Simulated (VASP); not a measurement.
Band structure of SrHfO$_{3}$ (space group Pm-3m). Calculation: PBEsol GGA with spin-orbit coupling, VASP's PBE PAW potentials (set 64) (plane waves; VASP 6.6.1).

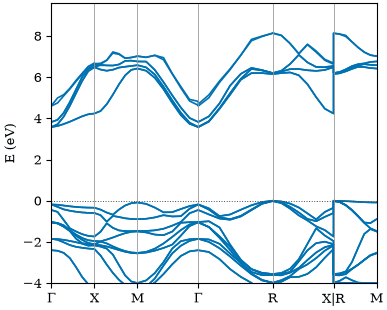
Fig. 1. Bands along high-symmetry lines, zero at the valence-band maximum or, without a gap, the Fermi level

**Question.** Read the plot: is there a gap, and where are the band edges?

**Answer.** The gap is indirect, 3.58 eV, from the valence maximum at R to the conduction minimum at Γ.

The structure comes from a computed database's SrHfO3 entry (Pm-3m); how it stands against other phases isn't given here. It was relaxed first.
